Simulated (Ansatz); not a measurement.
## Profile along the Pt–Pt line in ScPt3 (Cu3Au type)

ScPt3 (Cu3Au type)

```
ScPt3
1.0
    3.97826     0.00000     0.00000
    0.00000     3.97826     0.00000
    0.00000     0.00000     3.97826
Sc Pt
1 3
Cartesian
  0.00000   0.00000   0.00000
  1.98913   1.98913   0.00000
  0.00000   1.98913   1.98913
  1.98913   0.00000   1.98913
```

Fields along a shortest Pt–Pt line of a {100} plane (2.81 Å), from Pt to Pt, interpolated on the slice's grid (step about 0.2 Å). Calculation: r2SCAN (plane waves to 500 eV, PAW, scalar-relativistic; Ansatz, an electronic-structure program). k mesh 12×12×12. Near the nuclei the fields are pseudised (PAW); where an atom keeps semicore shells as valence, they peak there. ScPt3 is run without spin polarisation. ScPt3 was relaxed with its symmetry unable to fall. Spin-orbit coupling is left out, though Pt is heavy.

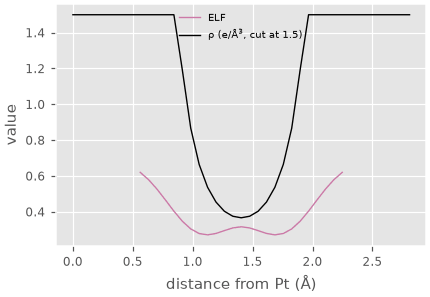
Figure. ELF (away from the nuclei) and valence density from Pt to Pt.

Density on the Pt–Pt line (2.81 Å) at its midpoint: 0.37 e/Å³. ELF at that point: 0.32.
